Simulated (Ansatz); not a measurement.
Cost and result by functional for the adsorption energy of Cl on the 1x1 (111) surface of fcc Pd, one in a 2x2 cell, started at the site 'hollow Pd-Pd-Pd over Pd at depth 4.5 Å', in Ansatz (plane waves, PAW). Single points on the PBE structure, on one kind of machine; costs are rough ratios of the slab run's core time (references not counted) to the cheapest single point. r2SCAN's cost holds its higher cutoff (500 against 420 eV). Differences are taken against r2SCAN for comparison alone: no measured value is at hand, so the table doesn't rank accuracy.

Model: 17-atom slab, 6.8 Å thick at the start under the adsorbate (thin: gaps and levels are the slab's own), 6x6x1 mesh, Fermi-Dirac 0.1 eV, dipole correction, 8 atoms held, the rest relaxed; symmetry of the start imposed; no spin, no spin-orbit, no U, no dispersion correction. At the end it is bonded to 3 Pd. In PBE it is, or lies within 0.03 eV of, the lowest of the starts that converged. These notes are the PBE run's. Adsorption energies are against ½ Cl2(g). A negative adsorption energy means that the adsorbate is more stable on the surface than in its reference.

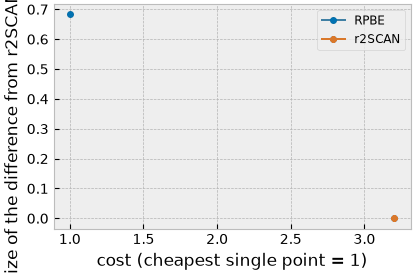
*Difference from r2SCAN against cost*

```
functional                     relative cost  adsorption energy (eV)  less r2SCAN (eV)
-----------------------------  -------------  ----------------------  ----------------
RPBE                                       1                   -1.37              0.68
r2SCAN                                     3                   -2.05              0.00
PBE (the relaxed run's value)              –                   -1.65              0.40
```

The values span 0.68 eV, while the single points' costs differ by a factor of roughly 3. Differences are of unrounded values.

Ansatz is an electronic-structure program.
